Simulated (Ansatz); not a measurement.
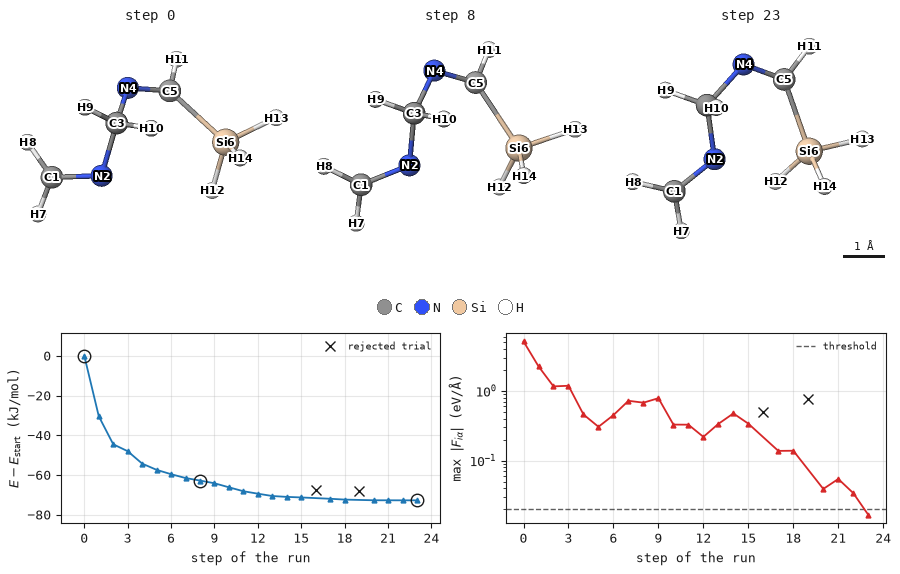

Frames of a relaxation of C₃H₈N₂Si, marked on the history of the run. A ball-and-stick model, seen at a tilt.

The run prepares an end point of a later path (hydrogen shift) calculation, from a guessed geometry.

All numbers below come from RKS revPBE-D4/6-31G (Ansatz 0.2.0).

Input
```yaml
crystal:
  periodic: [false, false, false]
  atoms:
    - { symbol: C, position_ang: [1.0627, -2.1474, -0.6227] }
    - { symbol: "N", position_ang: [1.1789, -0.9239, -0.1563] }
    - { symbol: C, position_ang: [0.3649, -0.6807, 1.0379] }
    - { symbol: "N", position_ang: [-0.9333, -0.4957, 0.71] }
    - { symbol: C, position_ang: [-1.3961, 0.5477, 0.0756] }
    - { symbol: Si, position_ang: [-0.4364, 2.0582, -0.5168] }
    - { symbol: H, position_ang: [1.5814, -2.4022, -1.5414] }
    - { symbol: H, position_ang: [0.3809, -2.8394, -0.1948] }
    - { symbol: H, position_ang: [0.4969, -1.5039, 1.7958] }
    - { symbol: H, position_ang: [0.7979, 0.1865, 1.6143] }
    - { symbol: H, position_ang: [-2.4832, 0.6328, -0.1143] }
    - { symbol: H, position_ang: [0.1424, 1.8429, -1.862] }
    - { symbol: H, position_ang: [-1.3961, 3.2422, -0.6333] }
    - { symbol: H, position_ang: [0.6261, 2.4536, 0.4367] }
basis:
  gaussian: { orbitals: "6-31G" }
hamiltonian:
  xc: revpbe
  dispersion: d4
relax:
  f_tol: 0.02
  max_steps: 50
output:
  orbitals: {}
```

Launched with:
```bash
ansatz run input.yaml --threads 1 --pin off --max-ram 2048MiB --backend cpu --events-out ev --progress --plain --runs-dir out
```

Question: Describe the path.

Answer: Over 21 accepted moves (23 points after the start) the energy falls by 72.8 kJ/mol. The largest force component goes from 5.1 to 0.017 eV/Å. The line search rejected the trial steps at points 16, 19 of the run. The atom that moves furthest after the best rigid fit is H7 (1.16 Å). By element the largest moves are H 1.16 Å, N 0.76 Å, C 0.67 Å, Si 0.50 Å. Near-neighbour distances that change, for instance: N2–Si6 3.411 → 2.651 Å, C3–N4 1.352 → 1.475 Å, C5–Si6 1.885 → 1.952 Å, C1–H8 1.062 → 1.107 Å. Bond angles that change, for instance: H9–C3–H10 100.0° → 107.7°, C1–N2–C3 113.2° → 120.9°, C5–Si6–H13 109.0° → 102.1°. Groups turn about N2–C3 by about 65°, C3–N4 by about 55°. From step 0 to 8: H8 moves most (0.80 Å), energy −62.8 kJ/mol. From step 8 to 23: H10 moves most (0.78 Å), energy −9.96 kJ/mol.
